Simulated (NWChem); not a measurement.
# BP86/SBKJC-VDZ (core potential) run of C3H5NO (SMILES COCC#N)

What is the electronic atomisation energy of C3H5NO at BP86/SBKJC-VDZ (core potential)? 

Program for the calculation: NWChem 7.3.0.

## 1. The molecule

The species is C3H5NO (10 atoms), meant as a singlet with charge 0. As SMILES, `COCC#N`. Geometry: relaxed at PBE0-D4/def2-TZVP. This is one conformer, not always the lowest.

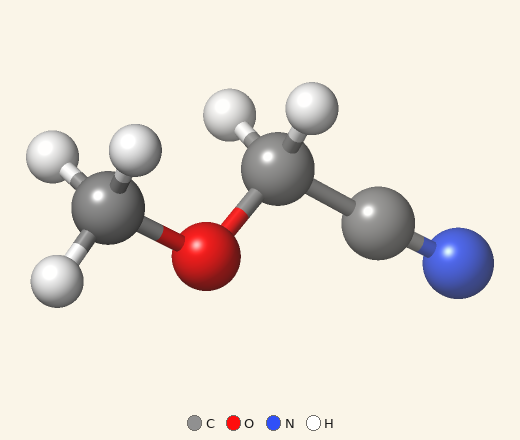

The structure, seen from a chosen angle (carbon grey, oxygen red, nitrogen blue, hydrogen white).

## 2. The energy at BP86/SBKJC-VDZ (core potential) (run 1)

Input file test.nw:

```
start test
memory total 2200 mb
geometry noautosym nocenter noautoz
  C     0.002500   -0.162100   -1.509400
  O     0.669600   -0.111300   -0.272700
  C    -0.217300    0.116000    0.780100
  C     0.518300    0.160200    2.039200
  N     1.066300    0.200800    3.047400
  H    -0.510800    0.783800   -1.727000
  H     0.758500   -0.341100   -2.272200
  H    -0.733400   -0.976600   -1.534700
  H    -0.975100   -0.679200    0.851800
  H    -0.753400    1.070000    0.660800
end
basis spherical bse
  * library SBKJC-VDZ
end
ecp bse
  C library SBKJC-VDZ
  O library SBKJC-VDZ
  N library SBKJC-VDZ
end
dft
  xc becke88 perdew86
  grid fine
  convergence energy 1e-08
  maxiter 100
  mulliken
  noprint "final vectors analysis"
end
task dft energy
```

Started as:

```bash
$ nwchem test.nw > test.out
```

Log:

```text
[...]
          Wavefunction type:  closed shell.
          No. of atoms     :    10
          No. of electrons :    28
[...]
          Charge           :     0
          Spin multiplicity:     1
[...]
          AO basis - number of functions:    50
[...]
              XC Information
              --------------
                    Becke 1988 Exchange Functional  1.000
                Perdew 1981 Correlation Functional  1.000 local
                Perdew 1986 Correlation Functional  1.000 non-local
[...]
 d= 0,ls=0.0,diis     1    -45.6654744264 -1.32D+02  1.15D-01  8.30D-01     1.1
[...]
 d= 0,ls=0.0,diis    11    -45.7970574620 -3.29D-09  8.71D-07  1.08D-09     8.3
         Total DFT energy =      -45.797057462015
      One electron energy =     -240.406751784016
           Coulomb energy =      121.696661082459
    Exchange-Corr. energy =      -13.076335915119
 Nuclear repulsion energy =       85.989369154661
[...]
      Total Density - Mulliken Population Analysis
     ---------------------------------------------
    Atom       Charge   Shell Charges
 -----------   ------   -------------------------------------------------------
    1 C    4     4.40   1.14  2.68  0.17  0.42
    2 O    6     6.14   1.40  3.60  0.32  0.82
    3 C    4     4.38   1.12  2.66  0.13  0.47
    4 C    4     4.47   1.15  2.54  0.00  0.78
    5 N    5     4.48   1.33  2.77 -0.06  0.44
    6 H    1     0.84   0.46  0.38
    7 H    1     0.78   0.46  0.32
    8 H    1     0.84   0.46  0.38
    9 H    1     0.83   0.45  0.38
   10 H    1     0.83   0.45  0.38
[...]
```

It took 9 s on 1 thread of Intel Xeon Platinum 8488C (Sapphire Rapids), shared host; peak memory 0.12 GiB.

## 3. The C atom at the same level (run 2)

Input file struct.nw:

```
start struct
memory total 2200 mb
charge 0
geometry units au noautosym nocenter noautoz
  C    0.00000000   0.00000000   0.00000000
end
basis "ao basis" spherical bse
  * library SBKJC-VDZ
end
ecp bse
  C library SBKJC-VDZ
end
dft
  xc becke88 perdew86
  mult 3
  grid fine
  convergence energy 1e-08
  iterations 100
  mulliken
  print low
end
task dft
```

Started as:

```bash
$ nwchem struct.nw > struct.out
```

Log:

```text
[...]
 d= 0,ls=0.0,diis     1     -5.3774955843 -5.38D+00  6.84D-02  4.96D-02     0.1
[...]
 d= 0,ls=0.0,diis    24     -5.4120677036  3.13D-11  8.15D-06  4.04D-12     0.6
[...]
         Total DFT energy =       -5.412067703642
      One electron energy =       -8.328347517211
           Coulomb energy =        4.437404799208
    Exchange-Corr. energy =       -1.521124985639
 Nuclear repulsion energy =        0.000000000000
[...]
      Total Density - Mulliken Population Analysis
     ---------------------------------------------
    Atom       Charge   Shell Charges
 -----------   ------   -------------------------------------------------------
    1 C    4     4.00   1.45  1.52  0.55  0.48
     --------------------------------------------
      Spin Density - Mulliken Population Analysis
     --------------------------------------------
    Atom       Charge   Shell Charges
 -----------   ------   -------------------------------------------------------
    1 C    4     2.00   0.03  1.52 -0.03  0.48
[...]
      <S2> =      2.0003 (Exact =     2.0000)
[...]
```

It took 1.1 s on 1 thread of Intel Xeon Platinum 8488C (Sapphire Rapids), shared host; peak memory 0.1 GiB.

Runs 3 to 4 aren't shown in full; the table further down has their settings and results.

## 4. The O atom, same level (run 5)

Input file struct.nw:

```
start struct
title "O"
memory stack 880 mb heap 220 mb global 1100 mb
charge 0

geometry noautosym nocenter noautoz
  O        0.000000       0.000000       0.000000
end

basis spherical bse
  * library SBKJC-VDZ
end

ecp bse
  O library SBKJC-VDZ
end

dft
  xc becke88 perdew86
  mult 3
  grid fine
  convergence energy 1e-08
  maxiter 100
  mulliken
  print low
end

task dft energy
```

Run the same way, it converges to -15.83542 Eh (log not shown).

## 5. The series

```csv
run,level,core potential,partner,energy (Eh),wall time
1,BP86/SBKJC-VDZ (core potential),SBKJC-VDZ,base,-45.797057,9 s
2,UBP86/SBKJC-VDZ (core potential),SBKJC-VDZ,atoms,-5.412068,1.1 s
3,UBP86/SBKJC-VDZ,–,atoms,-0.495138,0.67 s
4,UBP86/SBKJC-VDZ (core potential),SBKJC-VDZ,atoms,-9.756764,0.77 s
5,UBP86/SBKJC-VDZ (core potential),SBKJC-VDZ,atoms,-15.835418,1 s
```

## 6. Results

At BP86/SBKJC-VDZ (core potential):

| quantity | value |
| --- | --- |
| O atom: total energy | -15.83542 Eh |
| O atom: ⟨S²⟩ | 2.001 |
| electronic atomisation energy | 40.626 eV |

**Reading.** Taking the molecule apart into free atoms costs 40.63 eV (3920 kJ/mol), before zero-point energy and without spin-orbit coupling. The basis has no polarisation functions, which makes bonds too weak. All runs together took 13 s, the longest 9 s.
